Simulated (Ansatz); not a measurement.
Fields on a plane of Al2O3 (corundum)

```
Al2O3
1.0
    2.38658     1.37789     4.33779
   -2.38658     1.37789     4.33779
    0.00000    -2.75579     4.33779
Al O
4 6
Direct
  0.35203   0.35203   0.35203
  0.14797   0.14797   0.14797
  0.64797   0.64797   0.64797
  0.85203   0.85203   0.85203
  0.55585   0.94415   0.25000
  0.25000   0.55585   0.94415
  0.94415   0.25000   0.55585
  0.44415   0.05585   0.75000
  0.75000   0.44415   0.05585
  0.05585   0.75000   0.44415
```

The slice is a (-1 1 0 4) plane (indices of the conventional cell) through the point (0.444, 0.056, 0.750) (fractional), spanned by u = [1 0 -1] and v = [1 -1 1] in vectors of this cell: u (4.77 Å) and v (7.01 Å, at 90° to u). It covers one period; positions are fractions (u, v).

Atoms on it: O at (0.31, 0.50); O at (0.00, 0.00). Other atoms lie within 1 Å of the plane.

Method: PBEsol (plane waves to 420 eV, PAW, scalar-relativistic; Ansatz, an electronic-structure program). k mesh 8×8×8. These are valence fields of a PAW run, semicore shells included where kept as valence: close to a nucleus they are smooth pseudo fields. Al2O3 was relaxed with its symmetry unable to fall. The PAW data are Ansatz's earlier set.

| v \ u | 0.00 | 0.12 | 0.25 | 0.38 | 0.50 | 0.62 | 0.75 | 0.88 |
|---|---|---|---|---|---|---|---|---|
| 0.88 | 0.77 | 0.67 | 0.09 | 0.19 | 0.43 | 0.30 | 0.05 | 0.39 |
| 0.75 | 0.24 | x | 0.02 | 0.17 | 0.31 | 0.11 | 0.16 | 0.41 |
| 0.62 | 0.35 | 0.24 | 0.76 | 0.55 | 0.17 | 0.17 | 0.80 | 0.74 |
| 0.50 | 0.04 | 0.65 | x | x | 0.79 | 0.08 | 0.17 | 0.14 |
| 0.38 | 0.10 | 0.30 | 0.80 | 0.61 | 0.12 | 0.10 | 0.45 | 0.30 |
| 0.25 | 0.07 | x | 0.04 | 0.40 | 0.31 | 0.07 | 0.28 | 0.23 |
| 0.12 | 0.71 | 0.61 | 0.14 | 0.63 | 0.81 | 0.57 | 0.09 | 0.38 |
| 0.00 | x | 0.79 | 0.14 | 0.08 | 0.19 | 0.09 | 0.47 | 0.85 |

Values: electron localisation function (ELF). Points within 0.4 Å of a nucleus are blanked (x), as the pseudised field means little there.

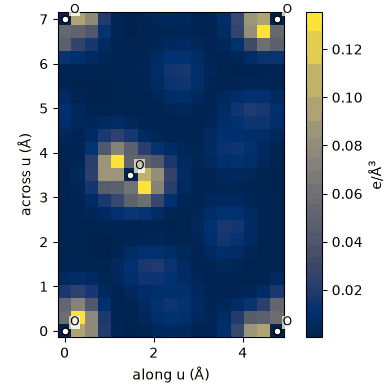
Figure: Density of the highest valence band (whole band, smooth part) in e/Å³, one period of the plane, atoms marked.
